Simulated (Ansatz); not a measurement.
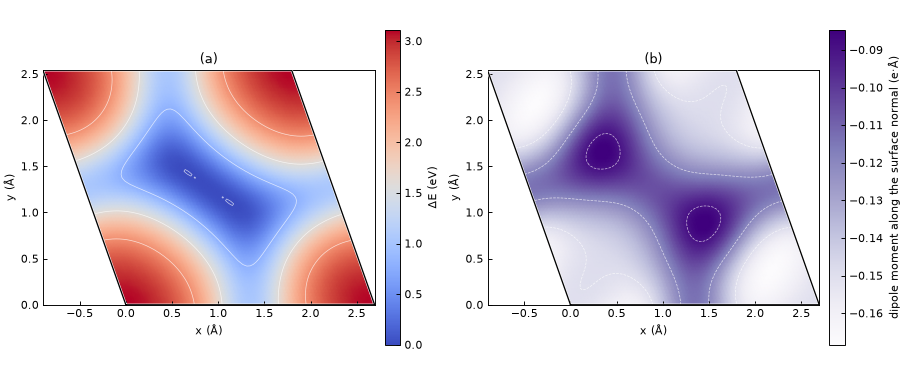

C on a Mo(110) slab cut from the Im-3m phase, its upper half relaxed before the scan (12 atoms of substrate and one adsorbate in a 2 × 2 cell). C is moved over the surface cell; relaxed at each place: the height of the adsorbate's atoms; substrate rigid; the origin of the map has the adsorbate above Mo9. Places are given modulo a cell vector. The map is drawn in real space over the plane of the surface. The grid has 6 × 6 points; 13 points were computed and 23 follow by symmetry. Places are given in fractions of the 1 × 1 surface cell. Energies: eV, counted from the lowest grid point. These are results of DFT LDA, scalar-relativistic, plane waves, PAW in Ansatz 0.2.0, not measurements. Settings: cutoff 420 eV, k-mesh 5×5×1, gaussian smearing 0.1 eV, no spin polarisation.

Panel (a) is the energy and panel (b) the computed dipole moment along the surface normal on the same grid.

In the figure: a smooth colour map with a few white contour lines, the outline of one cell of the plane. Between grid points the surface is interpolated.

Q: How does the dipole moment along the surface normal vary over the map, and what is it at the lowest grid point?

A: It runs from −0.17 e·Å at (1/6, 5/6) of the cell vectors [nearest 1 Mo at 1.78 Å] to −0.08 e·Å at (2/6, 4/6) of the cell vectors [nearest 1 Mo at 1.88 Å]. At the lowest grid point, a bridge site between two Mo atoms, over a second-layer Mo atom, (3/6, 3/6) of the cell vectors, it is −0.11 e·Å.
